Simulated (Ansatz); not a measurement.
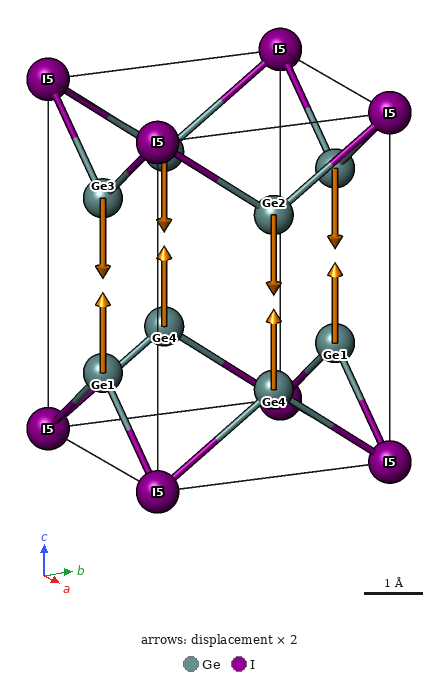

A relaxation of a crystal of Ge$_{4}$I (a generated structure, set up in P4/mmm) (coarse preliminary run). The starting structure is drawn; orange arrows show the displacements (the part carried along by the change of the cell is left out), magnified 2 times.

A ball-and-stick model of the cell of the calculation, seen slightly off an axis.

All numbers below come from Ansatz, DFT PBE, scalar-relativistic, plane waves, PAW.

Input file:
```yaml
crystal:
  lattice:
    - [4.49726317, 0.0, 0.0]
    - [0.0, 4.49726317, 0.0]
    - [0.0, 0.0, 6.36009057]
  atoms:
    - { symbol: Ge, position: [0.5, 0.0, 0.25] }
    - { symbol: Ge, position: [0.0, 0.5, 0.75] }
    - { symbol: Ge, position: [0.5, 0.0, 0.75] }
    - { symbol: Ge, position: [0.0, 0.5, 0.25] }
    - { symbol: I, position: [0.0, 0.0, 0.0] }
basis:
  ecutwfc: 420
kpoints:
  mp_grid: { grid: [4, 4, 4] }
hamiltonian:
  xc: pbe
scf:
  occupations: { method: gaussian, width: 0.1 }
  lower_state_search: "off"
output:
  forces: true
  stress: true
  eigenvalues: true
relax:
  adjacent_minimum: "off"
  f_tol: 0.04
  max_steps: 70
  cell: { stress_tol: 0.4 }
```

Launched with:
```bash
ansatz run input.yaml --threads 1 --pin off --max-ram 2048MiB --backend cpu --events-out ev --progress --plain --runs-dir out
```

### What happened in the run?

The largest moves relative to the cell, 0.74 Å, are those of Ge1, Ge2, Ge3 and Ge4. Ge2 goes along −c. I stays in place. Cell: a = b 4.497 → 3.820 Å (−15.1 %), c 6.360 → 8.459 Å (+33.0 %). Volume −4.0 %. Near-neighbour distances that change, for instance: Ge1–I5 2.754 → 3.436 Å, I5–I5 4.497 → 3.820 Å, Ge1–Ge3 3.180 → 2.747 Å. The space group stays P4/mmm (No. 123). Over 11 accepted moves (15 points after the start) the energy falls by 3.875 eV per cell of the calculation. Largest force component: 1.3 eV/Å at the start, 0.013 eV/Å at the end. Pressure: 5.84 GPa at the start and 0.07 GPa at the end. The line search rejected the trial steps at points 8, 9 of the run. The SCF was repeated twice at an unchanged geometry on a basis and grid sized afresh for the cell, which shifted the energy by 0.154 eV per cell of the calculation at most.
